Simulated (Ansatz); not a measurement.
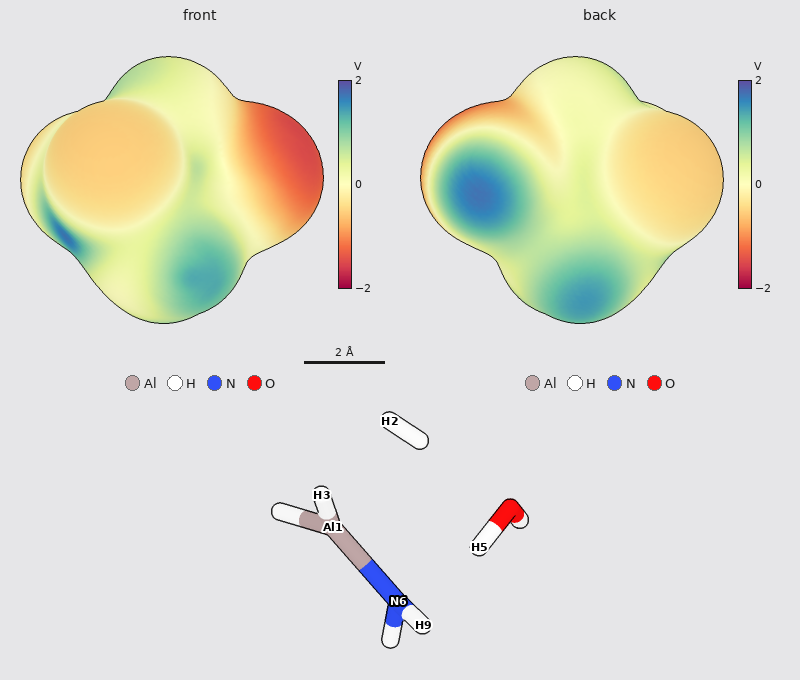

Figure 1: AlH$_{4}$N···H$_{2}$···H$_{2}$O. The electrostatic potential painted on the density surface at 0.001 e/bohr³, seen from the front and from behind; the colour scale runs from red (negative) to blue (positive). The bare structure is drawn below in the same view.

The product side of a reaction path; geometry: PBE0-D4/def2-TZVP.

All numbers below come from Ansatz, RKS PBE0-D4/def2-TZVPP.

```xyz
11

Al   -0.6594   -1.2162   -0.3843
H     1.3404   -1.4280    0.5414
H     0.0070   -2.1295   -1.4913
H    -1.3562   -1.7546    0.9303
H     0.4995    1.3372    0.2301
N    -0.9554    0.5168   -0.7826
H     1.3268   -0.6865    0.7158
O     1.2977    1.4695    0.7797
H    -0.7927    0.8808   -1.7102
H    -1.7249    1.0164   -0.3609
H     1.0173    1.9941    1.5321
```

Describe the electrostatic potential map.

Answer. The most negative region (about −1.5 V, or −35 kcal/mol for a unit charge) lies over O8, the most positive (about +1.7 V, or +39 kcal/mol for a unit charge) over Al1 and H11. O8 is the likeliest acceptor of a hydrogen bond.
